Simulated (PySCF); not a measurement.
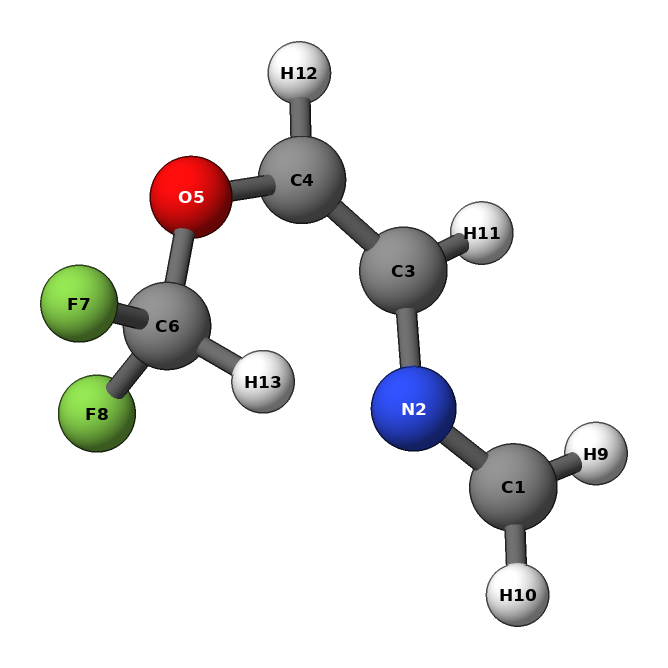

Computed geometry: GFN2-xTB optimisation. No frequency run is at hand to confirm it as a minimum. Level of theory: GIAO PBE0/pcSseg-1 NMR shielding, non-relativistic, gas phase (PySCF 2.14.0). Principal shieldings σ11 ≤ σ22 ≤ σ33, span Ω = σ33 − σ11, skew κ = 3(σiso − σ22)/Ω.

Give the shielding tensors of the O atoms.

```tsv
atom	σ11	σ22	σ33	σiso	Ω	κ
O5	98.3	104.8	226.4	143.2	128.0	0.90
```

Shieldings and span in ppm.
